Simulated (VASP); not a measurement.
Data:

```yaml
crystal:
  lattice:
    - [-2.01543, 2.01543, 7.03077]
    - [2.01543, -2.01543, 7.03077]
    - [2.01543, 2.01543, -7.03077]
  atoms:
    - { symbol: La, position: [0.66401, 0.66401, 0.00000] }
    - { symbol: La, position: [0.33599, 0.33599, 0.00000] }
    - { symbol: Bi, position: [0.00000, 0.00000, 0.00000] }
    - { symbol: O, position: [0.75000, 0.25000, 0.50000] }
    - { symbol: O, position: [0.25000, 0.75000, 0.50000] }
```

The numbers are results of PBEsol GGA, VASP's PBE PAW potentials (set 64) (plane waves; VASP), not measurements. Run with 520 eV cut-off, 12×12×12 Γ-centred mesh, tetrahedra with Blöchl corrections, potentials La Bi_d O.

Unless said otherwise, spin-orbit coupling is left out, though it shifts the bands of the heavy elements here.

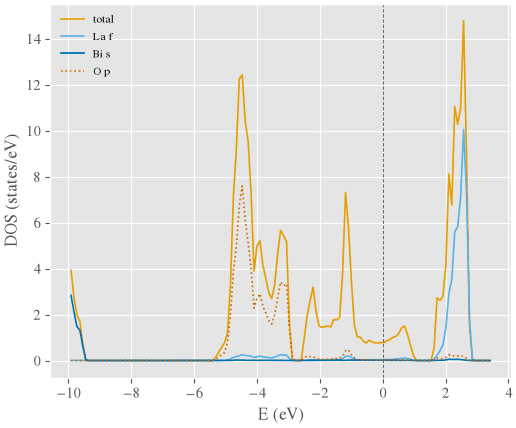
Total and projected density of states, zero at the Fermi level

Within 2 eV below the Fermi level the largest weight inside VASP's projection spheres is Bi p.

It has no gap at this level: it comes out as a metal or semimetal.

The structure comes from a computed database's La2BiO2 entry (I4/mmm); how it stands against other phases isn't given here. It was relaxed first. The electron count is odd and the run is not spin-polarised, which forces a metal.
